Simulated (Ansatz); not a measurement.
**AlH2F (SMILES [H][Al]([H])[F]) at CCSD(T)/STO-3G**

Aim: the vertical ionisation energy of AlH2F at CCSD(T)/STO-3G, from 2 runs. 

The results are computed with Ansatz 0.2.0.

52 further runs of the same task are left out: 52 set aside as unsound or not needed.

## 1. The molecule

The species is AlH2F (4 atoms), meant as a singlet with charge 0. As SMILES, `[H][Al]([H])[F]`. The shape comes from GFN2-xTB, which is rough for such elements, and wasn't checked as a minimum.

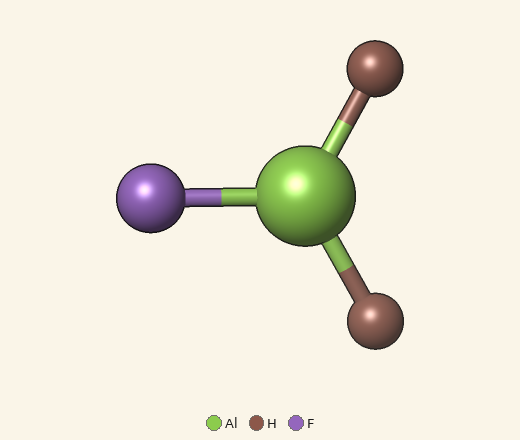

Viewed from a chosen angle; aluminium green, hydrogen brown, fluorine purple.

## 2. The energy at CCSD(T)/STO-3G

run.yaml

```yaml
crystal:
  periodic: [false, false, false]
  atoms:
    - {symbol: Al, position_ang: [0.019600, 0.032680, 0.000940]}
    - {symbol: H, position_ang: [1.546910, -0.017870, 0.014080]}
    - {symbol: H, position_ang: [-0.738990, 1.358820, -0.019420]}
    - {symbol: F, position_ang: [-0.827520, -1.373630, 0.004400]}
basis:
  gaussian: {orbitals: STO-3G}
magnetization: {spin_polarized: false}
correlation: {method: ccsd_t, frozen_orbitals: {Al: 5, F: 1, H: 0}}
accuracy: high
scf: {omitted_lower_state_checks: [cluster_reference, increment]}
```

Started as:

```sh
ansatz run run.yaml --threads 1 --pin off --max-ram 2610MiB --events-out events.jsonl --progress --plain --runs-dir runs
```

The log of the run (excerpt; [...] marks lines left out):

```text
Warning: RAYON_NUM_THREADS=1 ignored (pool sized by the plan → 1); use --threads N
Functional definition: HF
  name "HF"
[...]
267 factors; integrals over basis functions are off by at most 2.8e-8 eV
[...]
mean field -9203.82288161 eV, -338.2342523241 hartree, gradient 3.5e-8 eV, S^2 0.000000; 0 other end points of the search recorded, 0 dependent functions left out
6 core orbitals not correlated: weight in the atoms' cores, before any rotation towards them, 0.999 or more for the frozen orbitals, at most 0.000 for the correlated occupied ones
reference -9203.82288161 eV, -338.2342523241 hartree; 6, 6 occupied and 4, 4 virtual orbitals, 267 factors
second order -1.27945242 eV of doubles, -0.00000000 eV of singles
cycle   1  -1.49322143 eV  change   -2.1e-1 eV  update   7.0e-2
[...]
cycle  19  -1.69715550 eV  change  -5.5e-10 eV  update  7.9e-10
perturbative correction -0.08731537 eV, -0.0032087807 hartree
Total energy: -9205.60735249 eV, -338.2998304191 hartree
Checks for a lower state left out: cluster_reference, increment
```

Wall time 0.12 s (1 thread of Arm Neoverse V1, shared host).

## 3. The doublet cation

run.yaml

```yaml
crystal:
  periodic: [false, false, false]
  atoms:
    - {symbol: Al, position_ang: [0.019600, 0.032680, 0.000940]}
    - {symbol: H, position_ang: [1.546910, -0.017870, 0.014080]}
    - {symbol: H, position_ang: [-0.738990, 1.358820, -0.019420]}
    - {symbol: F, position_ang: [-0.827520, -1.373630, 0.004400]}
basis:
  gaussian:
    orbitals: STO-3G
scf:
  omitted_lower_state_checks: [cluster_reference, increment]
magnetization:
  spin_polarized: true
  initial_magnetization: 1
correlation:
  method: ccsd_t
  frozen_orbitals: {Al: 5, F: 1, H: 0}
accuracy: high
total_charge: 1
```

Started as:

```sh
ansatz run run.yaml --threads 1 --pin off --max-ram 2610MiB --events-out events.jsonl --progress --plain --runs-dir runs
```

The log of the run (excerpt; [...] marks lines left out):

```text
Warning: RAYON_NUM_THREADS=1 ignored (pool sized by the plan → 1); use --threads N
Functional definition: HF
  name "HF"
[...]
267 factors; integrals over basis functions are off by at most 2.8e-8 eV
[...]
mean field -9196.55251568 eV, -337.9670713042 hartree, gradient 6.7e-9 eV, S^2 0.754082; 9 other end points of the search recorded, 0 dependent functions left out
6 core orbitals not correlated: weight in the atoms' cores, before any rotation towards them, 0.999 or more for the frozen orbitals, at most 0.001 for the correlated occupied ones
reference -9196.55251568 eV, -337.9670713042 hartree; 6, 5 occupied and 4, 5 virtual orbitals, 267 factors
second order -0.93121169 eV of doubles, -0.00000000 eV of singles
cycle   1  -1.21605957 eV  change   -2.8e-1 eV  update   5.8e-2
[...]
cycle  30  -1.63544503 eV  change  -2.8e-10 eV  update  6.4e-10
perturbative correction -0.05223585 eV, -0.0019196319 hartree
Total energy: -9198.24019656 eV, -338.0290924323 hartree
Checks for a lower state left out: cluster_reference, increment
```

It took 0.26 s on 1 thread of Arm Neoverse V1, shared host.

## 4. Results

At CCSD(T)/STO-3G, 6 core orbitals frozen:

```
                                                   quantity          value
                                singlet AlH2F: total energy  -338.29983 Eh
 singlet AlH2F: correlation energy (6 core orbitals frozen)      -65.6 mEh
                              singlet AlH2F: (T) correction      -3.21 mEh
                               singlet AlH2F: T1 diagnostic          0.017
                               doublet cation: total energy  -338.02909 Eh
doublet cation: correlation energy (6 core orbitals frozen)      -62.0 mEh
                             doublet cation: (T) correction      -1.92 mEh
          doublet cation: ⟨S²⟩ of the reference determinant          0.754
                              doublet cation: T1 diagnostic          0.061
         vertical ionisation energy (to the doublet cation)       7.367 eV
```

In words: The vertical ionisation energy comes to 7.37 eV (711 kJ/mol). In a minimal basis such a difference can be off by several eV, whatever the method. The triples (singlet AlH2F) make up 4.9 % of the correlation energy. The T1 diagnostic (doublet cation) of 0.061 is above the customary mark for such species, so a single reference may not serve. The triples (doublet cation) make up 3.1 % of the correlation energy.
